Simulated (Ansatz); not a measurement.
```
atom    x (Å)    y (Å)    z (Å)
  Hf  -0.6331   0.2117   1.4663
   O   1.1458  -1.3675  -1.3789
   C  -1.5676   0.1605  -0.3402
   H   0.3688  -0.7662  -1.3382
   O  -0.0679   2.0587   1.6899
   O   0.7719  -1.1043   1.2787
   H   1.8796  -0.7586  -1.5846
   H  -1.8872   1.0519  -0.9159
   H  -1.7056  -0.7759  -0.9290
   H   0.6280   2.7261   1.6703
   H   1.0673  -1.4364   0.3816
```

Core potentials replace the inner electrons of Hf.

Theory: RKS PBE-D4/def2-SVP (Ansatz).

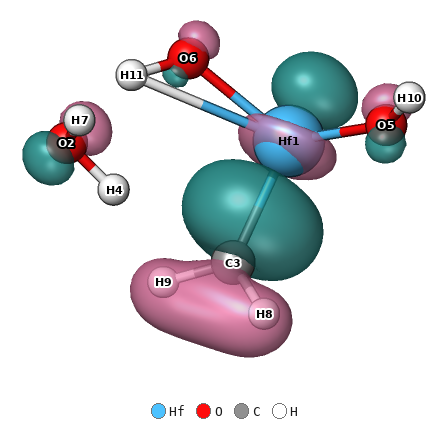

CH4HfO2···H2O. The HOMO−1 at ±0.15 Å⁻³ᐟ² (teal and pink are the two phases), seen at a tilt.

Question: Describe this orbital and give its energy.

Answer: Its weight (Hirshfeld) is mainly on C3 (about 45 %), Hf1 (about 30 %), H8 (about 5 %) and H9 (about 5 %). Its energy is −6.22 eV.
